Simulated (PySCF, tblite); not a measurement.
# C7H12O+ (doublet): geometry, infrared bands and EPR parameters

Wanted: the infrared bands and EPR parameters of C7H12O+ (doublet) (`C[C+]1[CH][C@@](C)(CO)C1`), by calculation.

The runs use tblite 0.8.0 and PySCF 2.14.0, with density-fitted response routines of our own; the level of theory stands in each step. All values are computed, except where a source is named. Atoms are numbered from 0 throughout.

### 1 The starting structure

20 atoms, charge 1, multiplicity 2; geometry from: force field or distance geometry start.

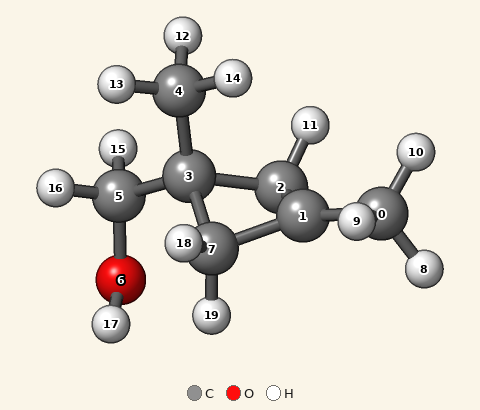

The starting geometry (carbon grey, oxygen red, hydrogen white), atoms numbered.

### 2 Relaxing the molecule with GFN2-xTB

Job settings and geometry (Å):

```
{"job": {"kind": "relax", "xc": "GFN2-xTB", "basis": "xTB"}, "charge": 1, "multiplicity": 2}
C      2.759200     0.001200    -0.432700
C      1.284900    -0.281200    -0.372200
C      0.167500    -0.349500    -1.329600
C     -0.726500     0.073200    -0.179600
C     -0.685400     1.561300     0.005100
C     -2.118500    -0.512900    -0.185600
O     -2.150400    -1.899500    -0.154400
C      0.290000    -0.641500     0.693000
H      3.298400    -0.923000    -0.730000
H      3.062400     0.286800     0.607700
H      2.996000     0.835000    -1.091200
H      0.191900     0.406300    -2.131600
H     -1.187000     2.086400    -0.834400
H     -1.185700     1.891500     0.926000
H      0.366500     1.957800    -0.000600
H     -2.717900    -0.132100    -1.028700
H     -2.627300    -0.154400     0.740300
H     -1.755300    -2.272000     0.686200
H      0.497700    -0.175400     1.671800
H      0.234200    -1.747400     0.727700
```

Command:

```console
> OMP_NUM_THREADS=1 python probes_run.py task.json out
```

The driver reads the jobs from task.json and runs them one after another.

The log of the run:

```text
step      E/eV     max force
  0    -668.87413    5.060
  1    -669.52965    2.922
  2    -669.89817    1.556
  3    -670.07671    1.060
  4    -670.14973    0.626
  5    -670.19493    0.686
  6    -670.24041    0.506
  7    -670.26606    0.320
  8    -670.28793    0.327
  9    -670.31231    0.509
 10    -670.34512    0.600
 11    -670.38216    0.490
 12    -670.41316    0.378
 13    -670.43598    0.350
 14    -670.45329    0.286
 15    -670.46626    0.292
 16    -670.47617    0.245
 17    -670.48486    0.259
 18    -670.49303    0.289
 19    -670.50180    0.250
 20    -670.51092    0.224
 21    -670.51934    0.200
 22    -670.52586    0.225
 23    -670.53240    0.193
 24    -670.53841    0.186
 25    -670.54561    0.188
 26    -670.55299    0.209
 27    -670.56081    0.197
 28    -670.56732    0.208
 29    -670.57449    0.214
 30    -670.58174    0.231
 31    -670.58748    0.190
 32    -670.59094    0.123
 33    -670.59364    0.124
 34    -670.59641    0.136
 35    -670.60029    0.168
 36    -670.60387    0.172
 37    -670.60747    0.188
 38    -670.61118    0.171
 39    -670.61495    0.138
 40    -670.61833    0.130
 41    -670.62131    0.142
 42    -670.62429    0.174
 43    -670.62792    0.158
 44    -670.63240    0.186
 45    -670.63706    0.168
 46    -670.64109    0.154
 47    -670.64406    0.137
 48    -670.64614    0.111
 49    -670.64792    0.097
 50    -670.64952    0.088
 51    -670.65109    0.098
 52    -670.65290    0.113
 53    -670.65494    0.118
 54    -670.65750    0.127
 55    -670.66040    0.141
 56    -670.66305    0.120
 57    -670.66493    0.095
 58    -670.66614    0.076
 59    -670.66700    0.094
 60    -670.66767    0.080
 61    -670.66823    0.056
 62    -670.66868    0.046
 63    -670.66901    0.037
 64    -670.66924    0.039
 65    -670.66940    0.029
 66    -670.66948    0.016
 67    -670.66953    0.013
 68    -670.66956    0.014
 69    -670.66959    0.013
 70    -670.66962    0.011
 71    -670.66965    0.012
 72    -670.66968    0.013
 73    -670.66971    0.010
 74    -670.66973    0.011
 75    -670.66975    0.011
 76    -670.66977    0.009
```

Run time: 0.54 s. Hardware: 1 thread of Arm Neoverse V1, shared host.

Step by step: (not every step is listed)

```csv
step,energy from step 0 (eV),largest force (eV/Å)
0,0.0000,5.0597
1,-0.6555,2.9219
2,-1.0240,1.5556
3,-1.2026,1.0604
4,-1.2756,0.6260
5,-1.3208,0.6861
6,-1.3663,0.5059
7,-1.3919,0.3202
8,-1.4138,0.3268
14,-1.5792,0.2863
20,-1.6368,0.2236
26,-1.6789,0.2088
32,-1.7168,0.1230
38,-1.7370,0.1706
44,-1.7583,0.1865
50,-1.7754,0.0882
56,-1.7889,0.1200
62,-1.7945,0.0461
68,-1.7954,0.0139
71,-1.7955,0.0121
72,-1.7955,0.0126
73,-1.7956,0.0102
74,-1.7956,0.0107
75,-1.7956,0.0110
76,-1.7956,0.0086
```

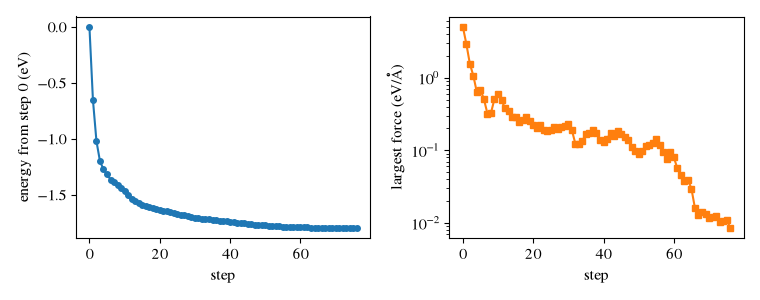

Energy and largest force along the relaxation.

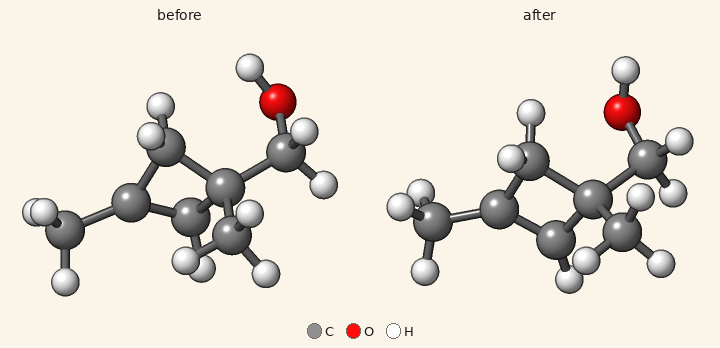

The geometry before (left) and after (right).

Distances of close pairs at the start and the end, largest changes first:

```csv
bond,before (Å),after (Å),change (Å)
C1–C2,1.473,1.378,-0.095
C3–C5,1.510,1.592,+0.082
C0–C1,1.502,1.452,-0.050
C3–C7,1.518,1.566,+0.048
C2–C3,1.517,1.481,-0.036
C4–H14,1.124,1.089,-0.036
O6–H17,1.001,0.966,-0.034
C0–H9,1.121,1.089,-0.031
```

The end geometry stands in the next job.

### 3 Vibrational analysis with GFN2-xTB

Job settings and geometry (Å):

```
{"job": {"kind": "ir", "xc": "GFN2-xTB", "basis": "xTB"}, "charge": 1, "multiplicity": 2}
C      2.779986    -0.437295    -0.564312
C      1.354920    -0.214509    -0.394774
C      0.350960     0.251736    -1.216054
C     -0.633177     0.344962    -0.113253
C     -1.126560     1.733718     0.253092
C     -1.901591    -0.591059    -0.337068
O     -1.577633    -1.920478    -0.208872
C      0.467004    -0.288628     0.803864
H      2.928593    -1.499909    -0.797676
H      3.335602    -0.245351     0.352818
H      3.188015     0.131180    -1.398178
H      0.291074     0.492981    -2.261708
H     -1.756371     2.144457    -0.532279
H     -1.695019     1.704358     1.179159
H     -0.276351     2.399958     0.387654
H     -2.237444    -0.410355    -1.362730
H     -2.667683    -0.268531     0.372372
H     -1.858527    -2.291798     0.637842
H      0.793333     0.283075     1.671948
H      0.235720    -1.307834     1.115424
```

The log of the run:

```text
mode    cm-1     km/mol
  1      48.7      7.77
  2      63.2      3.14
  3      74.1      3.61
  4     170.4     30.57
  5     197.2      0.50
  6     229.4      7.89
  7     268.6     19.34
  8     307.1     63.32
  9     335.1      3.47
 10     384.1      8.43
 11     402.8      9.12
 12     466.3      1.73
 13     586.9      1.70
 14     737.1      7.79
 15     766.4     26.51
 16     800.3      3.35
 17     859.2     76.63
 18     902.8      9.30
 19     914.2     15.40
 20     952.3     29.16
 21     966.5      0.99
 22    1003.8     54.98
 23    1024.6     24.35
 24    1050.0     57.77
 25    1098.0     34.75
 26    1111.8    102.62
 27    1149.7     50.66
 28    1163.5      6.12
 29    1186.8     33.35
 30    1253.6      5.25
 31    1273.1     46.42
 32    1288.1     24.74
 33    1309.3     82.38
 34    1329.5    172.23
 35    1353.2     32.84
 36    1379.9     53.08
 37    1396.5     21.48
 38    1410.0      7.26
 39    1431.6      6.76
 40    1453.1     11.14
 41    1462.9      3.16
 42    1544.0    332.94
 43    2908.9     49.37
 44    2951.2     10.78
 45    2958.5      3.92
 46    2978.3      2.13
 47    3002.5      1.01
 48    3022.1     30.36
 49    3031.7      4.70
 50    3039.2      3.69
 51    3049.9      3.33
 52    3050.8      0.19
 53    3131.6      0.70
 54    3491.0    157.00
```

Wall time 0.71 s (1 thread of Arm Neoverse V1, shared host).

Which atoms move in the most intense modes:

```csv
cm⁻¹,km/mol,atoms
307,63.3,"H17 44 %, C4 11 %"
859,76.6,"C3 20 %, H19 13 %, C5 12 %, C7 10 %"
1050,57.8,"H14 13 %, C3 12 %, C2 11 %"
1112,102.6,"H15 21 %, H17 17 %, C3 15 %, O6 11 %"
1309,82.4,"H16 37 %, C3 19 %, H15 10 %"
1330,172.2,"H9 30 %, H8 26 %, H10 17 %, C0 14 %"
1544,332.9,"C1 59 %, C2 22 %"
3491,157.0,H17 94 %
```

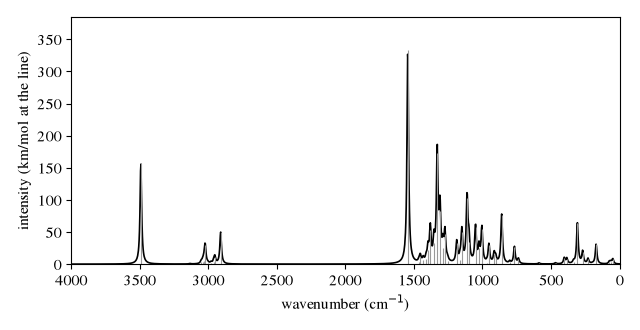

The infrared spectrum from these modes, unscaled. Lines are broadened to a width of 14 cm⁻¹ (Lorentzian).

### 4 g tensor and hyperfine couplings: B3LYP/pcH-1

Same as in step 3 but for these lines:

```diff
@@ -1,2 +1,2 @@
-{"job": {"kind": "ir", "xc": "GFN2-xTB", "basis": "xTB"}, "charge": 1, "multiplicity": 2}
+{"job": {"kind": "epr", "basis": "pcH-1"}, "charge": 1, "multiplicity": 2}
 C      2.779986    -0.437295    -0.564312
```

With the program's defaults for keys left out, this is: UKS B3LYP, pcH-1 on C H O, non-relativistic, mean-field spin-orbit, GIAO.

The log of the run:

```text
UKS, coarse grid
  cycle   1  E = -348.76384659  |g| = 5.03e-01
  cycle   2  E = -348.33548835  |g| = 1.07e+00
  cycle   3  E = -348.83136509  |g| = 2.38e-01
  cycle   4  E = -348.85960120  |g| = 5.84e-02
  cycle   5  E = -348.86073102  |g| = 2.73e-02
  cycle   6  E = -348.86107978  |g| = 1.13e-02
  cycle   7  E = -348.86113918  |g| = 2.22e-03
  cycle   8  E = -348.86114241  |g| = 1.26e-03
  cycle   9  E = -348.86114344  |g| = 3.62e-04
UKS, final grid
  cycle   1  E = -348.86107378  |g| = 4.53e-04
  cycle   2  E = -348.86107359  |g| = 7.88e-04
  cycle   3  E = -348.86107390  |g| = 1.19e-04
  cycle   4  E = -348.86107390  |g| = 6.28e-05
  cycle   5  E = -348.86107391  |g| = 2.54e-05
E = -348.86107391 Eh   <S^2> = 0.7523 (exact 0.7500)
g shifts (ppm)      1          2          3
  rmc          -173       -173       -173
  gc             14         29         19
  oz_so         226        828       3438
  total          67        684       3284
hyperfine (MHz)  atom isotope    a_iso     a_fc   dipolar eigenvalues
    0   13C      -7.83      -7.83     -3.70     -1.83      5.53
    1   13C      13.76      13.76    -26.47    -23.26     49.73
    2   13C      23.55      23.55    -33.69    -31.42     65.11
    3   13C     -19.03     -19.03    -10.35     -8.01     18.36
    4   13C      15.67      15.67     -4.25     -4.13      8.38
    5   13C      19.63      19.63    -11.20    -10.22     21.41
    6   17O     -11.14     -11.14    -44.04     21.59     22.45
    7   13C      -9.17      -9.17     -3.83     -0.91      4.74
    8    1H     107.55     107.55     -4.31     -0.83      5.14
    9    1H      18.38      18.38     -2.80     -2.53      5.33
   10    1H      13.12      13.12     -3.23     -2.00      5.23
   11    1H     -26.05     -26.05    -15.80     -2.95     18.75
   12    1H      -1.34      -1.34     -2.63     -2.22      4.85
   13    1H       2.41       2.41     -2.92     -0.76      3.68
   14    1H       9.58       9.58     -3.82     -0.05      3.87
   15    1H      14.95      14.95     -5.13      0.24      4.89
   16    1H      23.43      23.43     -5.12     -1.89      7.01
   17    1H      -9.70      -9.70    -10.39     -4.08     14.47
   18    1H      41.14      41.14     -4.13     -2.42      6.55
   19    1H      50.77      50.77     -4.43     -1.72      6.15
```

It took 2 min on 1 thread of Arm Neoverse V1, shared host; peak memory 1.1 GiB.

Principal g values 2.00239, 2.00300, 2.00560; g(iso) = 2.00366, against 2.00232 for a free electron.

Mean a(iso) over the nuclei that a row names, and the largest dipolar term of the row (other rows stand at the frozen geometry):

```csv
nuclei,isotope,a(iso) (MHz),"a(iso) (G, at g = 2.0023)",largest dipolar term (MHz)
H19,1H,50.8,18.1,6.1
"H8, H9, H10",1H,46.4,16.5,5.3
H18,1H,41.1,14.7,6.5
H11,1H,-26.0,-9.3,18.7
C2,13C,23.6,8.4,65.1
H16,1H,23.4,8.4,7.0
C5,13C,19.6,7.0,21.4
C3,13C,-19.0,-6.8,18.4
C4,13C,15.7,5.6,8.4
H15,1H,15.0,5.3,-5.1
C1,13C,13.8,4.9,49.7
O6,17O,-11.1,-4.0,-44.0
H17,1H,-9.7,-3.5,14.5
C7,13C,-9.2,-3.3,4.7
```

Mulliken spin populations:

C0 0.00; C1 0.29; C2 0.40; C3 0.01; C4 0.03; C5 0.07; O6 0.13; C7 -0.01; H8 0.04; H9 0.01; H10 0.00; H11 -0.01; H12 0.00; H13 0.00; H14 0.01; H15 0.01; H16 0.01; H17 0.00; H18 0.02; H19 0.01

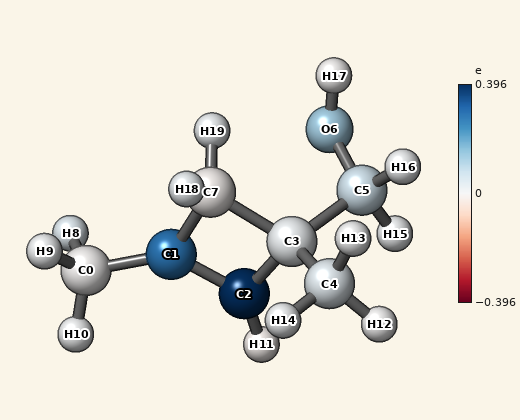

Mulliken spin populations, as colours on the atoms.

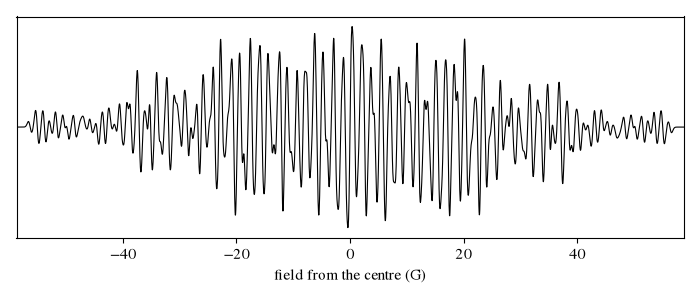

First-order isotropic spectrum (first derivative, main isotopes with spin only, couplings over 0.8 MHz, Gaussian width 0.3 G; couplings of the frozen geometry, rotation of groups not averaged beyond the rows shown).

Orbitals, density, ELF and potential are computed afterwards from the orbital file.

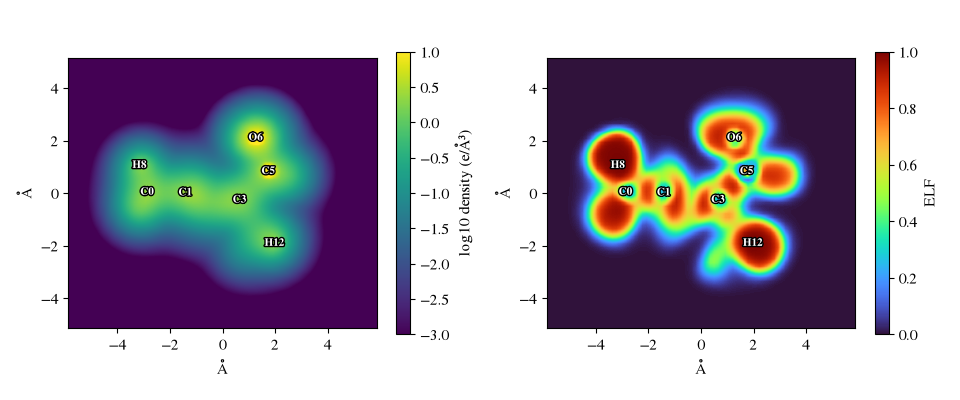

Density (left) and ELF (right) in a plane through or near 7 of the atoms.

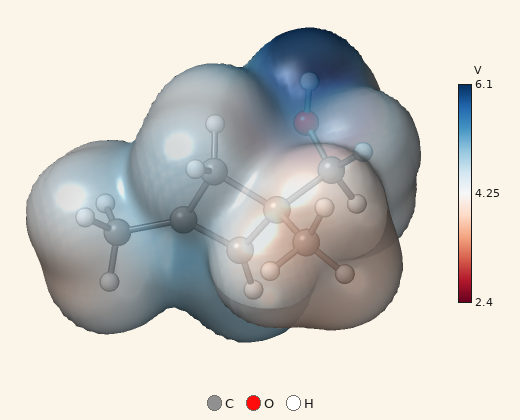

Electrostatic potential on the surface of density 0.002 e/bohr³; red is low, blue high. It runs from 2.40 V near O6 to 6.10 V near H17.

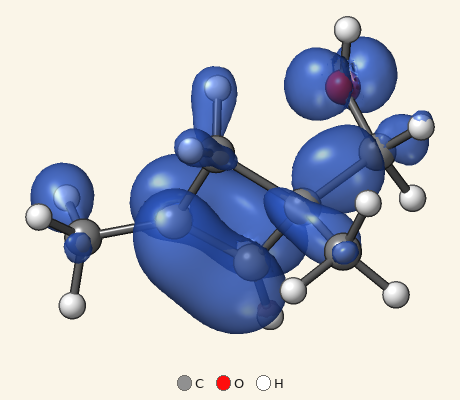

Spin density at ±0.02 e/Å³ (alpha excess blue, beta excess red).

### 5 Summary of results

| quantity | value |
| --- | --- |
| strongest single infrared mode (GFN2-xTB) | 1544 cm⁻¹, 333 km/mol |
| zero-point energy (GFN2-xTB) | 105.4 kcal/mol |
| g(iso) (B3LYP) | 2.00366 |
| ⟨S²⟩ | 0.752 (exact 0.75) |
| largest a(iso) (averaged by class) | 1H on H19, 50.8 MHz |

What this shows: Over 76 steps the energy fell by 1.796 eV; of the close pairs, C1–C2 changed most, 1.473 to 1.378 Å. No mode is imaginary among the 54: a minimum at this level. The strongest single mode, at 1544 cm⁻¹, moves mainly C1. GFN2-xTB is a fitted tight-binding method: band positions and strengths are rough. Its intensities can rank the bands wrongly. The largest spin populations lie on C2 (0.40 e), C1 (0.29 e). The isotropic g lies 1.3 ppt above the free-electron value.
